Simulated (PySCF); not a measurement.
C2H6BCl, SMILES `CB(C)Cl`.

Level of theory: PBE/def2-TZVP (PySCF), at a geometry from GFN2-xTB. No frequency check shows the geometry to be a minimum. GFN2-xTB bond lengths at metals and heavier atoms can be off by up to 0.1 Å and shapes distorted, which carries into these values.

Input script:

```python
import numpy as np
from pyscf import gto, scf, dft
from pyscf.scf import atom_ks, atom_hf
from scipy.linalg import block_diag

def solve(mol, dm0=None, hcore=None):
    mf = (dft.UKS if mol.spin else dft.RKS)(mol, xc='pbe')
    mf.grids.level = 3
    mf = mf.density_fit(auxbasis='def2-universal-jkfit')
    mf.conv_tol, mf.max_cycle = 1e-8, 80
    if hcore is not None:
        mf.get_hcore = lambda *args: hcore
    mf.kernel(dm0)
    if not mf.converged:
        mf = mf.newton().run(mf.mo_coeff, mf.mo_occ, max_cycle=30)
    assert mf.converged, 'SCF not converged'
    return mf

mol = gto.M(atom='''
C     -1.12199    -1.37736    -0.00027
B     -0.34468     0.00002    -0.00007
C     -1.12179     1.37751     0.00028
Cl     1.36606    -0.00006     0.00002
H     -1.77462    -1.45463     0.86819
H     -0.46962    -2.24660     0.00128
H     -1.77440    -1.45456    -0.86878
H     -0.46929     2.24666    -0.00126
H     -1.77441     1.45488    -0.86819
H     -1.77463     1.45425     0.86878
''', basis='def2-tzvp', charge=0, spin=0, verbose=4)
mf = solve(mol)
mf.analyze()
# spherically averaged free atoms, for the promolecule
atm = atom_ks.get_atm_nrks(mol, xc='pbe')
pro = block_diag(*[(atm[a[0]][2] * atm[a[0]][3]) @ atm[a[0]][2].T for a in mol._atom])
np.savez('result.npz', e=mf.e_tot, c=mf.mo_coeff, occ=mf.mo_occ, eps=mf.mo_energy, pro=pro, dip=mf.dip_moment(verbose=0), s2=mf.spin_square()[0])
```

Command:

```sh
OMP_NUM_THREADS=1 python input.py
```

The run took 23 s on 1 thread of Arm Neoverse V1, with other jobs on the host, peak memory 0.59 GiB.

Partitions, critical points and surface values were worked out afterwards from this run's density.

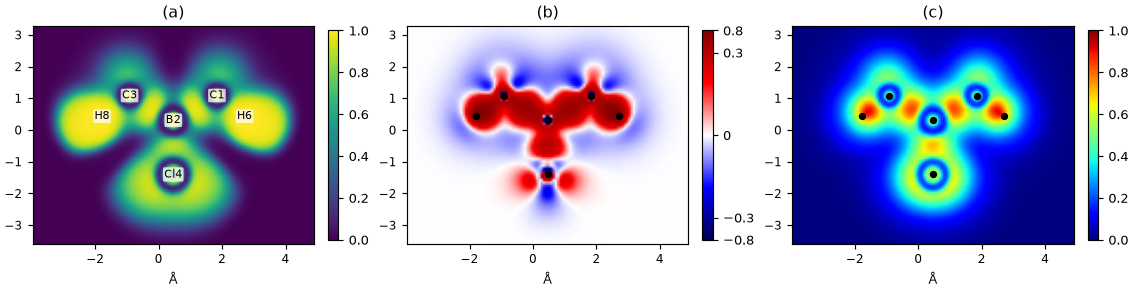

Three fields in the plane of C1, B2, C3, Cl4, H6 and H8. (b): red positive, blue negative.

> The panels show, in some order, the deformation density, electron localisation function (ELF) and localised orbital locator (LOL). Which is which?

(a) is the electron localisation function (ELF): it runs from 0 to 1 and is close to 1 over wide basins that fill the valence regions. (b) is the deformation density: it has both signs, with gains where valence electrons gather and losses around them. (c) is the localised orbital locator (LOL): it runs from 0 to 1, peaks where electrons are localised, as in bonds, and fades smoothly outside.
